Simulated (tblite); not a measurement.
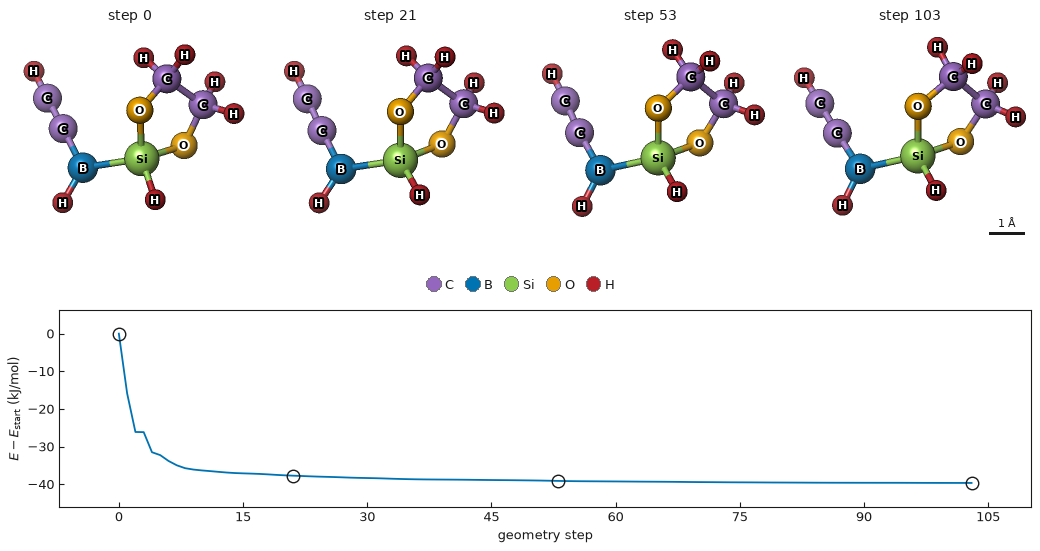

Frames of a relaxation of C4H7BO2Si, marked on the history of the run. The picture is a ball-and-stick view, seen at a tilt.

The calculation used GFN2-xTB geometry optimisation, gas phase in tblite. 

**What happens along the run?**

The atom that moves furthest after the best rigid fit is an H atom (0.55 Å). Largest moves by element: H 0.55 Å, C 0.28 Å, O 0.22 Å, Si 0.16 Å, B 0.14 Å. Near-neighbour distances that change, for instance: O–Si 1.720 → 1.655 Å, O–Si 1.696 → 1.657 Å, B–C 1.524 → 1.490 Å, C–H 1.116 → 1.093 Å. Among the angles between lasting bonds that change: Si–O–C 102.8° → 112.2°, Si–O–C 101.8° → 110.9°, B–Si–H 111.9° → 119.4°. Over 103 geometry steps the energy falls by 39.7 kJ/mol. From step 0 to 21: an H atom moves most (0.22 Å), energy −37.7 kJ/mol. From step 21 to 53: an H atom moves most (0.28 Å), energy −1.39 kJ/mol. From step 53 to 103: an H atom moves most (0.27 Å), energy −0.54 kJ/mol.

```json
{"step": "0", "E − E(0), kJ/mol": "0.00"}
{"step": "1", "E − E(0), kJ/mol": "-15.87"}
{"step": "2", "E − E(0), kJ/mol": "-26.12"}
{"step": "3", "E − E(0), kJ/mol": "-26.16"}
{"step": "4", "E − E(0), kJ/mol": "-31.50"}
{"step": "5", "E − E(0), kJ/mol": "-32.27"}
{"step": "6", "E − E(0), kJ/mol": "-33.82"}
{"step": "7", "E − E(0), kJ/mol": "-34.97"}
{"step": "8", "E − E(0), kJ/mol": "-35.73"}
{"step": "9", "E − E(0), kJ/mol": "-36.10"}
{"step": "10", "E − E(0), kJ/mol": "-36.33"}
{"step": "15", "E − E(0), kJ/mol": "-37.11"}
{"step": "20", "E − E(0), kJ/mol": "-37.63"}
{"step": "25", "E − E(0), kJ/mol": "-38.03"}
{"step": "30", "E − E(0), kJ/mol": "-38.35"}
{"step": "34", "E − E(0), kJ/mol": "-38.60"}
{"step": "39", "E − E(0), kJ/mol": "-38.76"}
{"step": "44", "E − E(0), kJ/mol": "-38.86"}
{"step": "49", "E − E(0), kJ/mol": "-38.97"}
{"step": "54", "E − E(0), kJ/mol": "-39.15"}
{"step": "59", "E − E(0), kJ/mol": "-39.24"}
{"step": "64", "E − E(0), kJ/mol": "-39.32"}
{"step": "69", "E − E(0), kJ/mol": "-39.41"}
{"step": "74", "E − E(0), kJ/mol": "-39.49"}
{"step": "79", "E − E(0), kJ/mol": "-39.54"}
{"step": "83", "E − E(0), kJ/mol": "-39.58"}
{"step": "88", "E − E(0), kJ/mol": "-39.60"}
{"step": "93", "E − E(0), kJ/mol": "-39.61"}
{"step": "98", "E − E(0), kJ/mol": "-39.64"}
{"step": "103", "E − E(0), kJ/mol": "-39.66"}
```
